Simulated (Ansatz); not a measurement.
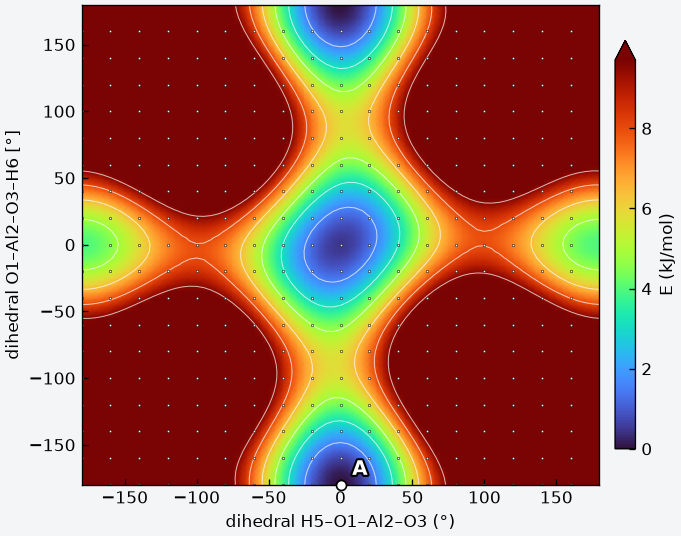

AlH₃O₂S, SMILES [OH][Al]([OH])[SH]. Coordinates scanned: (1) dihedral H5–O1–Al2–O3; (2) dihedral O1–Al2–O3–H6. Nothing is relaxed (all other coordinates rigid). The grid has 18 × 18 points; 164 points were computed and 160 follow by symmetry. All energies are given in kJ/mol relative to the lowest grid point. Level of theory: Ansatz, RKS CAM-B3LYP-D4/def2-SVP.

The picture shows a smooth colour map with a few white contour lines, dots at the grid points, one colour for all values above the top of the scale, the well A. Between grid points the surface is interpolated.

Q: Estimate the position of the minimum and the force constants in these coordinates. Take the well at A.

A: The interpolated minimum is at dihedral H5–O1–Al2–O3 ≈ 0°, dihedral O1–Al2–O3–H6 ≈ −180°. The curvatures there are about 0.19 eV/rad² and 0.12 eV/rad², with a cross term of about 0 eV/rad². Round the minimum the two coordinates are nearly uncoupled. (1 eV is 96.5 kJ/mol.)
